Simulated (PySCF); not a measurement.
C6H12N (doublet)

| atom | x (Å) | y (Å) | z (Å) |
| --- | --- | --- | --- |
| C | 2.6715 | -0.5888 | -0.2194 |
| C | 1.3768 | -0.7454 | 0.4590 |
| N | 0.3210 | -0.0492 | -0.2224 |
| C | 0.3236 | 1.4128 | -0.2237 |
| C | -1.1910 | 1.3993 | 0.0051 |
| C | -1.0340 | -0.0942 | 0.3348 |
| C | -1.9575 | -1.0725 | -0.3665 |
| H | 2.7075 | -0.2310 | -1.2273 |
| H | 3.5778 | -0.8703 | 0.2777 |
| H | 1.0813 | -1.8099 | 0.4978 |
| H | 1.4708 | -0.4243 | 1.5222 |
| H | 0.8837 | 1.8508 | 0.6129 |
| H | 0.6817 | 1.8452 | -1.1594 |
| H | -1.5638 | 2.0349 | 0.8038 |
| H | -1.7659 | 1.5718 | -0.9008 |
| H | -1.0431 | -0.2784 | 1.4211 |
| H | -2.9781 | -0.9433 | -0.0142 |
| H | -1.6460 | -2.0955 | -0.1690 |
| H | -1.9260 | -0.9028 | -1.4392 |

Geometry: GFN2-xTB.

Theory: UKS B3LYP, pcH-1 on C H N, non-relativistic, mean-field spin-orbit, GIAO (PySCF).

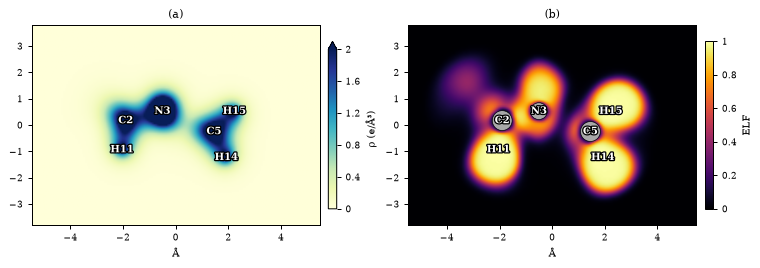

Figure 1. (a) electron density; (b) electron localisation function on the plane of atoms H14, C5 and H15. Grey discs cover the atomic cores in the ELF map.

Read the bonding off the picture.

Atoms in the plane: C, N and H. C–N (1.44 Å): ρ is about 2 e/Å³ halfway; the ELF peaks at about 0.95 between the atoms: a covalent bond. C–H (1.09 Å): ρ at the midpoint is about 2 e/Å³; the ELF climbs to about 1 towards the hydrogen, as it does in any bond to H (an ordinary covalent bond to hydrogen). The ELF also peaks beside N3, away from the bonds: non-bonding electrons, paired or unpaired.

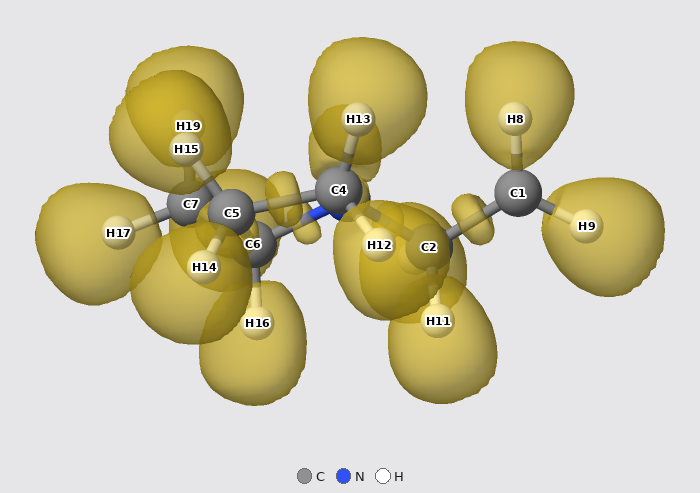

Figure 2. Isosurface of the electron localisation function at 0.85 (yellow), seen from one side. Core shells and regions of very low density are left out.

Where are the electrons localised?

The ELF exceeds this value in four regions between bonded C–C atoms (shared pairs), three regions between bonded C–N atoms (shared pairs), twelve regions around hydrogen nuclei and one lobe on N, pointing away from the bonds (non-bonding electrons).


 C–C (1.47 Å): the ELF peaks at about 0.95 between the atoms, as expected for a shared electron pair.

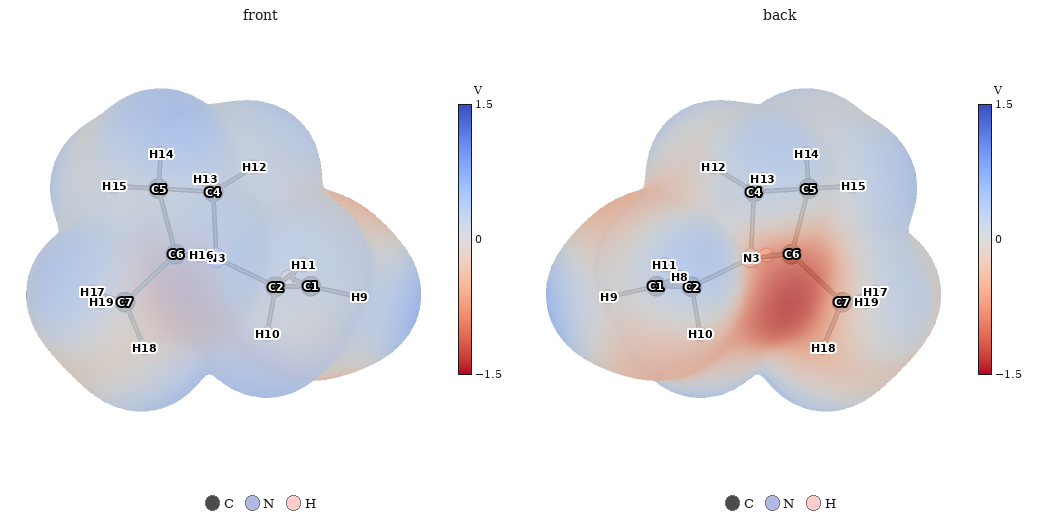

Figure 3. The molecular electrostatic potential painted on the density surface at 0.001 e/bohr³, seen from the front and from behind; red is negative and blue positive.

Which sites attract a positive test charge, and which a negative one?

A positive charge is drawn to the negative regions and a negative charge to the positive ones. The most negative region (about −1.3 V) lies over N3, the most positive (about +0.5 V) over H9 and H14. N3 is the likeliest acceptor of a hydrogen bond.
